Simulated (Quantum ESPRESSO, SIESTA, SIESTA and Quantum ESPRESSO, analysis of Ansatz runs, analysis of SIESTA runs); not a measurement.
## Levels of V_Si in SiC (F-43m), rung by rung (SIESTA and Quantum ESPRESSO)

We place the charge-transition levels of V_Si in SiC (F-43m) with atom-centred orbitals, then repeat the energies at other levels of method to see what holds. Model: a cell of 54 host atoms with 1 Si taken out and 1 V put in.

Calculated with SIESTA and Quantum ESPRESSO; SIESTA numerical-orbital DFT, PBEsol, DZP basis, PseudoDojo 0.4.1 potentials converted to PSML; charged supercells in a uniform background, point-charge correction with alignment at far sites.

Experimental background.

“Insight into the structural, elastic and electronic properties of a new orthorhombic 6O-SiC polytype” (2020, pmc:7200658) quotes from earlier work for SiC, cubic 3C zincblende (literature value): band gap (indirect gap) 2.4 eV [literature value; measurement temperature and method not stated].

This is a report of a sequence of runs, with most program output left out.

**1. The starting structure**

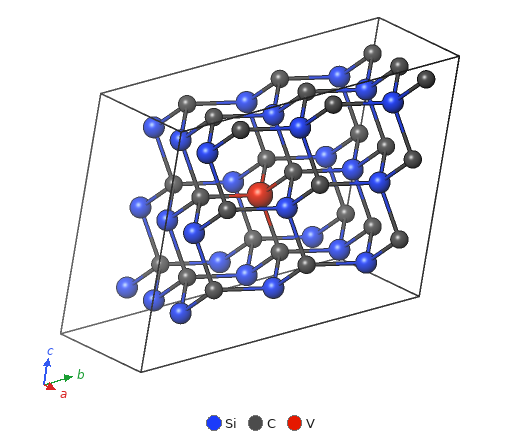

The cell as given, slightly off an axis (silicon blue, carbon dark grey, vanadium red).

The cell holds 54 atoms: 26 Si, 27 C and 1 V. Cell: a = 9.283 Å, b = 9.283 Å, c = 9.283 Å, α = 60.0°, β = 60.0°, γ = 60.0°. It derives from SiC (space group F-43m). Nearest the centre at fractional (0.333, 0.667, 0.667): V35 at 0.00 Å, C36 at 1.89 Å, C18 at 1.89 Å, C30 at 1.89 Å, C34 at 1.89 Å, Si25 at 3.09 Å, Si13 at 3.09 Å, Si21 at 3.09 Å.

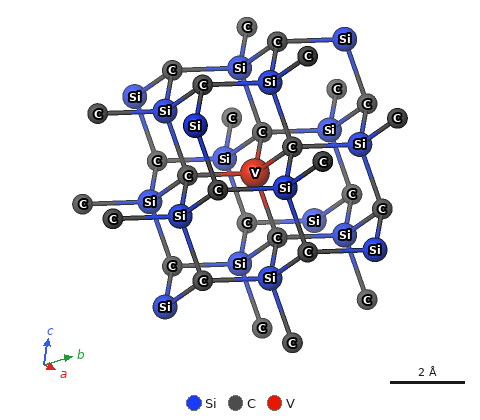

The atoms within 5 Å of the centre.

Coordinates:

```
CELL_PARAMETERS angstrom
0.00000 6.56441 6.56441
6.56441 0.00000 6.56441
6.56441 6.56441 0.00000
ATOMIC_POSITIONS crystal
Si 0.00000 0.00000 0.00000
C 0.08333 0.08333 0.08333
Si 0.00000 0.00000 0.33333
C 0.08333 0.08333 0.41667
Si 0.00000 0.00000 0.66667
C 0.08333 0.08333 0.75000
Si 0.00000 0.33333 0.00000
C 0.08333 0.41667 0.08333
Si 0.00000 0.33333 0.33333
C 0.08333 0.41667 0.41667
Si 0.00000 0.33333 0.66667
C 0.08333 0.41667 0.75000
Si 0.00000 0.66667 0.00000
C 0.08333 0.75000 0.08333
Si 0.00000 0.66667 0.33333
C 0.08333 0.75000 0.41667
Si 0.00000 0.66667 0.66667
C 0.08333 0.75000 0.75000
Si 0.33333 0.00000 0.00000
C 0.41667 0.08333 0.08333
Si 0.33333 0.00000 0.33333
C 0.41667 0.08333 0.41667
Si 0.33333 0.00000 0.66667
C 0.41667 0.08333 0.75000
Si 0.33333 0.33333 0.00000
C 0.41667 0.41667 0.08333
Si 0.33333 0.33333 0.33333
C 0.41667 0.41667 0.41667
Si 0.33333 0.33333 0.66667
C 0.41667 0.41667 0.75000
Si 0.33333 0.66667 0.00000
C 0.41667 0.75000 0.08333
Si 0.33333 0.66667 0.33333
C 0.41667 0.75000 0.41667
V 0.33333 0.66667 0.66667
C 0.41667 0.75000 0.75000
Si 0.66667 0.00000 0.00000
C 0.75000 0.08333 0.08333
Si 0.66667 0.00000 0.33333
C 0.75000 0.08333 0.41667
Si 0.66667 0.00000 0.66667
C 0.75000 0.08333 0.75000
Si 0.66667 0.33333 0.00000
C 0.75000 0.41667 0.08333
Si 0.66667 0.33333 0.33333
C 0.75000 0.41667 0.41667
Si 0.66667 0.33333 0.66667
C 0.75000 0.41667 0.75000
Si 0.66667 0.66667 0.00000
C 0.75000 0.75000 0.08333
Si 0.66667 0.66667 0.33333
C 0.75000 0.75000 0.41667
Si 0.66667 0.66667 0.66667
C 0.75000 0.75000 0.75000
```

Known beforehand: the electronic dielectric constant, 7.10, and the static one, 10.43, from a response run on this crystal (DFPT, PBEsol, Quantum ESPRESSO) at that run's own cell.

The cell's shortest repeat is 9.3 Å.

The primitive cell was relaxed at this level beforehand, to 20.95 Å³.

The defect-free supercell was relaxed beforehand, from displaced atoms: they ended at most 0.01 Å from the sites they started about, so the symmetric structure holds.

**2. Band edges**

Levels are counted from the valence top, which comes from the unit cell, dense mesh; the energy of the host comes from the defect-free supercell at the defects' own k-points, so that the host's part of the sampling error cancels.

host.fdf

```
SystemName                      SiC
SystemLabel                     host
NumberOfSpecies                 2
NumberOfAtoms                   2
%block ChemicalSpeciesLabel
  1   14 Si
  2    6 C
%endblock ChemicalSpeciesLabel
LatticeConstant                 1.0 Ang
%block LatticeVectors
     0.000001000     2.188136000     2.188136000
     2.188136000     0.000001000     2.188136000
     2.188136000     2.188136000     0.000001000
%endblock LatticeVectors
AtomicCoordinatesFormat         Fractional
%block AtomicCoordinatesAndAtomicSpecies
     0.000003199     0.000003199     0.000003199  1
     0.249996972     0.249996972     0.249996972  2
%endblock AtomicCoordinatesAndAtomicSpecies
%block kgrid.MonkhorstPack
   12   0   0  0.00
    0  12   0  0.00
    0   0  12  0.00
%endblock kgrid.MonkhorstPack
XC.Functional                   GGA
XC.Authors                      PBEsol
PAO.BasisSize                   DZP
PAO.EnergyShift                 0.005 Ry
Mesh.Cutoff                     300 Ry
OccupationFunction              FD
ElectronicTemperature           0.01 eV
MaxSCFIterations                150
SCF.MustConverge                true
SCF.Mixer.Method                Pulay
SCF.Mixer.Weight                0.2
SCF.Mixer.History               10
SCF.DM.Tolerance                1.0e-4
SCF.H.Tolerance                 1.0e-3 eV
WriteForces                     true
Charge.Mulliken                 end
```

Launch:

```sh
$ OMP_NUM_THREADS=1 siesta host.fdf > host.out
```

Elapsed: 22 s, on 1 MPI rank of Arm Neoverse V2, shared host; peak memory 0.2 GiB.

The gap at this level is 1.23 eV.

Test of the sampling: at one point at (¼, ¼, ¼) the host's energy lies 128 meV an atom above its value on the primitive cell's dense mesh, too far, so all defect runs take a 2×2×2 mesh.

**3. Relaxing each charge state**

Each state starts from the atoms near the defect displaced at random, so that no symmetry of the ideal site is imposed. An odd electron count needs spin polarisation, and the total moment is held fixed to keep the state apart from its neighbours in spin. Charge 0 is shown in full.

defect.fdf

```
SystemName                      VSi26C27
SystemLabel                     defect
NumberOfSpecies                 3
NumberOfAtoms                   54
%block ChemicalSpeciesLabel
  1   14 Si
  2    6 C
  3   23 V
%endblock ChemicalSpeciesLabel
LatticeConstant                 1.0 Ang
%block LatticeVectors
     0.000003000     6.564408000     6.564408000
     6.564408000     0.000003000     6.564408000
     6.564408000     6.564408000     0.000003000
%endblock LatticeVectors
AtomicCoordinatesFormat         Fractional
%block AtomicCoordinatesAndAtomicSpecies
     0.004149750     0.002501558    -0.000828894  1
     0.083332324     0.083332324     0.083332324  2
    -0.000755116     0.006370423     0.331276745  1
     0.084755027     0.084240002     0.410379292  2
     0.001537460     0.003097147     0.660147922  1
     0.088970067     0.084373674     0.745467284  2
    -0.006375685     0.333935140     0.003283523  1
     0.078492281     0.420131293     0.080730529  2
     0.000001066     0.333334400     0.333334400  1
     0.083332324     0.416665657     0.416665657  2
     0.000001066     0.333334400     0.666667733  1
     0.089096516     0.417736888     0.746956272  2
    -0.001197946     0.661482724     0.005351361  1
     0.083784275     0.747357083     0.089348394  2
     0.000001066     0.666667733     0.333334400  1
     0.078264693     0.748305213     0.421864067  2
     0.001588681     0.667034094     0.660521006  1
     0.076978449     0.750626659     0.753516221  2
     0.333334400     0.000001066     0.000001066  1
     0.416665657     0.083332324     0.083332324  2
     0.337617824     0.002197995     0.327463207  1
     0.413917303     0.082304018     0.423151473  2
     0.334675425     0.001129136     0.670527154  1
     0.416665657     0.083332324     0.749998991  2
     0.331701337     0.336979473     0.003469354  1
     0.420676413     0.417119973     0.085084455  2
     0.333334400     0.333334400     0.333334400  1
     0.422074178     0.417552146     0.411497674  2
     0.328141365     0.335255988     0.671620450  1
     0.416681018     0.410754707     0.754634631  2
     0.330927021     0.671683424    -0.004742706  1
     0.416665657     0.749998991     0.083332324  2
     0.335686210     0.662002377     0.330746619  1
     0.413068854     0.751813583     0.413073557  2
     0.332686255     0.665878115     0.662097996  3
     0.412016071     0.747586744     0.755209767  2
     0.666667733     0.000001066     0.000001066  1
     0.749998991     0.083332324     0.083332324  2
     0.666708709     0.004253777     0.327268941  1
     0.749998991     0.083332324     0.416665657  2
     0.666667733     0.000001066     0.666667733  1
     0.749998991     0.083332324     0.749998991  2
     0.663182533     0.337475042     0.003448914  1
     0.749998991     0.416665657     0.083332324  2
     0.664680233     0.328681718     0.338931834  1
     0.744852642     0.417908719     0.415273037  2
     0.664762382     0.333091725     0.672841741  1
     0.750828015     0.418663664     0.753552404  2
     0.666667733     0.666667733     0.000001066  1
     0.749998991     0.749998991     0.083332324  2
     0.663157169     0.672543954     0.334196563  1
     0.754699833     0.748782200     0.411157441  2
     0.671111252     0.669369118     0.664745882  1
     0.749998991     0.749998991     0.749998991  2
%endblock AtomicCoordinatesAndAtomicSpecies
%block kgrid.MonkhorstPack
    2   0   0  0.50
    0   2   0  0.50
    0   0   2  0.50
%endblock kgrid.MonkhorstPack
XC.Functional                   GGA
XC.Authors                      PBEsol
PAO.BasisSize                   DZP
PAO.EnergyShift                 0.005 Ry
Mesh.Cutoff                     300 Ry
Spin                            polarized
%block DM.InitSpin
    35   1.000
%endblock DM.InitSpin
Spin.Fix                        true
Spin.Total                      1.0
OccupationFunction              FD
ElectronicTemperature           0.01 eV
MaxSCFIterations                150
SCF.MustConverge                true
SCF.Mixer.Method                Pulay
SCF.Mixer.Weight                0.1
SCF.Mixer.History               10
SCF.DM.Tolerance                3.0e-4
SCF.H.Tolerance                 3.0e-3 eV
WriteForces                     true
Charge.Mulliken                 end
SaveRho                         true
SaveElectrostaticPotential      true
Charge.Hirshfeld                end
Charge.Voronoi                  end
MD.TypeOfRun                    Broyden
MD.Steps                        90
MD.MaxForceTol                  0.04 eV/Ang
MD.MaxDispl                     0.15 Ang
WriteCoorStep                   true
AtomCoorFormatOut               Fractional
```

Launch:

```sh
$ OMP_NUM_THREADS=1 siesta defect.fdf > defect.out
```

Wall time 43 min (1 MPI rank); peak memory 1.2 GiB.

The steps and moves of this run count from the displaced start.

Relaxation path:

```tsv
step	energy less that of the first step (eV)	largest force (eV/Å)
0	0.0000	2.0123
1	-0.8484	0.7956
2	-0.9718	0.3752
3	-1.0073	0.2134
4	-1.0219	0.1339
5	-1.0291	0.0811
6	-1.0332	0.0368
```

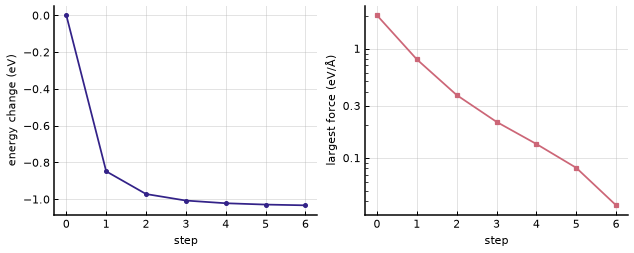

Energy and largest force along the relaxation.

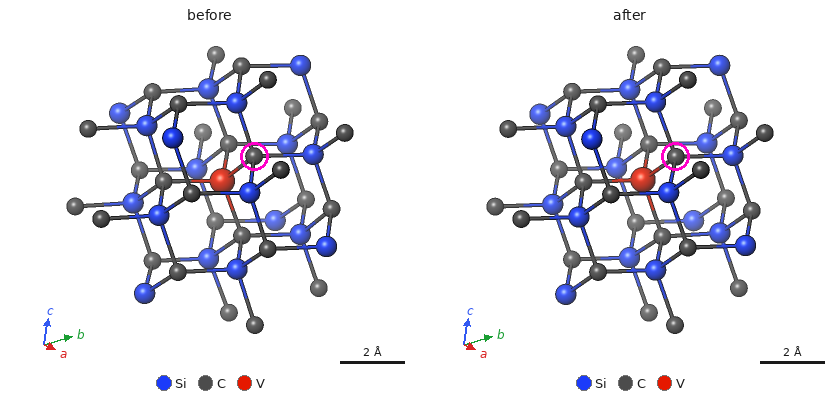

Before and after: the atoms that start within 5 Å of the centre. C36, which moves most, is ringed if it is among them.

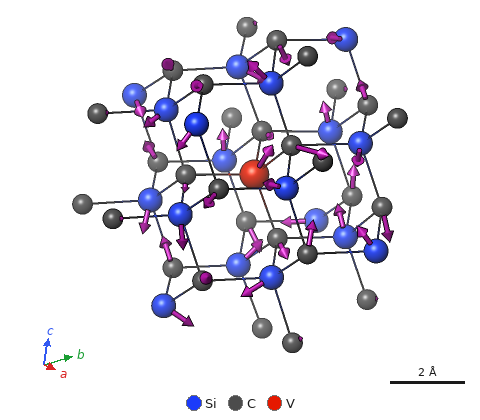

Displacements in the relaxation near the centre, exaggerated; the longest in the cell stands for 0.09 Å.

The atoms that moved most (Å):

```tsv
atom	dx	dy	dz	length
C36	0.016	0.029	0.081	0.087
V35	0.045	0.037	0.018	0.062
Si31	0.006	0.050	-0.024	0.056
C28	0.031	-0.002	-0.044	0.054
C22	-0.035	-0.026	0.029	0.052
C12	0.017	-0.018	-0.046	0.052
C14	-0.019	-0.046	0.015	0.052
Si51	-0.046	0.018	-0.014	0.051
```

Neighbours of V35 at the end:

```tsv
atom	distance (Å)
C36	1.941
C34	1.950
C18	1.951
C30	1.951
Si23	3.092
Si31	3.093
Si53	3.095
Si5	3.098
Si51	3.098
Si21	3.100
Si47	3.101
Si13	3.102
Si25	3.104
Si29	3.109
Si17	3.110
Si33	3.113
```

Energies on the run's own zero. States near gap, by row:

```tsv
spin	k	band	energy (eV)	filled by count
up	0	109	-7.449	1
up	0	110	-7.447	1
up	0	111	-6.996	1
up	0	112	-6.995	1
up	0	113	-5.458	1
up	0	114	-5.454	0
up	0	115	-4.637	0
up	0	116	-4.482	0
up	0	117	-4.479	0
up	1	109	-7.588	1
up	1	110	-7.444	1
up	1	111	-7.307	1
up	1	112	-7.111	1
up	1	113	-5.435	1
up	1	114	-5.214	0
up	1	115	-5.177	0
up	1	116	-4.399	0
up	1	117	-4.238	0
down	0	108	-7.519	1
down	0	109	-7.425	1
down	0	110	-7.423	1
down	0	111	-6.988	1
down	0	112	-6.988	1
down	0	113	-4.655	0
down	0	114	-4.644	0
down	0	115	-4.544	0
down	0	116	-4.374	0
down	1	108	-7.618	1
down	1	109	-7.528	1
down	1	110	-7.418	1
down	1	111	-7.293	1
down	1	112	-7.093	1
down	1	113	-5.154	0
down	1	114	-4.509	0
down	1	115	-4.347	0
down	1	116	-4.195	0
```

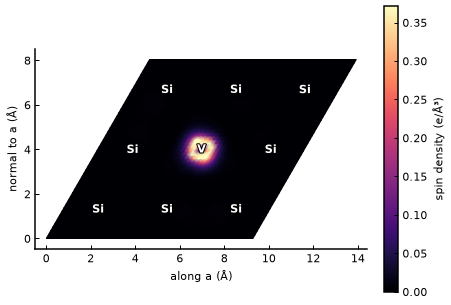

Spin density in the ac plane at fractional y = 0.667, through the centre, with atoms of Si and V within 0.45 Å of it.

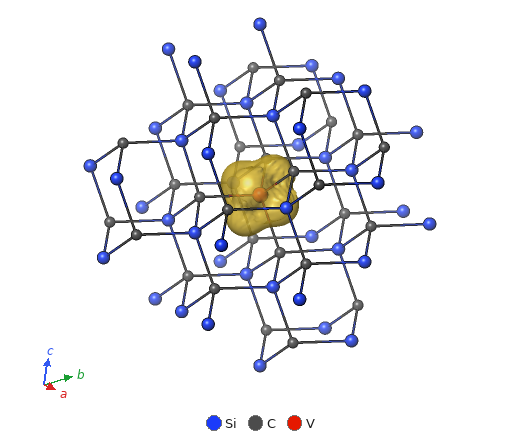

Surface of spin density = 0.019 e/Å³, which holds about 70 % of the integral of its size. Atoms within 5.5 Å of the centre are drawn.

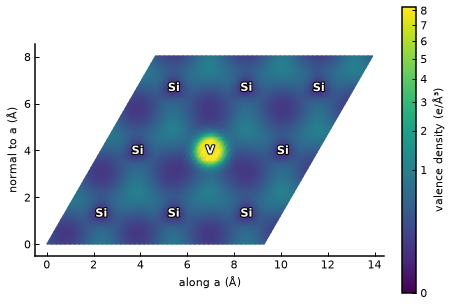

Valence density in the ac plane at fractional y = 0.667, through the centre, with atoms of Si and V within 0.45 Å of it. It is the smooth field of the valence electrons, not physical close to the nuclei. The colour scale is stretched toward low values.

The states that were run, at 2×2×2 shifted by half a step, on 1 MPI rank of Arm Neoverse V2, shared host:

```tsv
charge	moment (μB)	outcome	structures computed	largest displacement of a host atom from its site (Å)	lowest empty less highest filled level (eV)	time
+1	0	converged	7	0.03	1.32	22 min
0	1	converged	7	0.06	-0.02	43 min
```

At charge 0 filled and empty levels, counted over both spins and all k-points, touch or overlap: the last carrier shares a level or a band, or the held moment keeps an electron of one spin above an empty level of the other.

Against the host's sites the lattice moves most at charge 0 (0.06 Å); the smallest move among the states is 0.03 Å.

**4. Corrections and levels**

A charged cell interacts with its images and the background. The point-charge term, screened by the static dielectric constant, takes that out, and the potential far from the defect is aligned with the host's. Chemical potentials: C (diamond), Si (diamond) and V (bcc), run alike.

By state, in eV; the first energy still holds the atoms taken out or put in:

```tsv
charge	moment (μB)	energy over the host, electrons at the valence top	point-charge term	potential shift at far sites	its spread	correction
0	1	-1888.23	0.000	-	-	0.000
+1	0	-1889.41	0.241	-0.078	0.018	0.163
```

Potentials at atomic sites for charge +1, some of the atoms; distances and the model charge refer to the site on which the defect was built:

```tsv
atom	distance from that site (Å)	potential less the host's (eV)	point-charge model (eV)
C30	1.913	-0.436	-0.258
Si51	3.106	-0.102	-0.013
Si17	3.112	-0.102	-0.013
Si21	3.114	-0.102	-0.012
C14	3.632	-0.073	0.036
C22	3.635	-0.071	0.036
Si43	4.382	0.043	0.081
C42	4.766	-0.022	0.067
Si9	5.354	-0.009	0.081
Si27	5.357	-0.010	0.081
C10	5.681	0.004	0.084
```

Over the charge states the far sites scatter by a standard deviation of up to 0.02 eV about the model once its mean shift is taken off, which is the uncertainty of the alignment.

(Part 1 of 2 ends here.)

[Logs are printed without paths, hosts, clocks, repeated set-up lines and the standing remarks that a program may print on its own settings, such as how far it seeks lower states.]

[Hosts, paths, dates, database ids (printed as entryN), source tags and the programs' standing remarks are cut or masked in the printed files.]

[For some hosts the program warned that the k-mesh of the response run may be too coarse for force constants and the static dielectric constant; such warnings are not shown here.]

[Charge tables in the logs are Mulliken or Hirshfeld populations, whose sizes and signs can differ; where basis functions stand at a vacancy, SIESTA counts their charge against the missing atom's valence.]

[In relaxation paths of CP2K, step 0 can be the structure after the first move, since the trajectory file begins there, and the last row can be the final structure solved once more.]
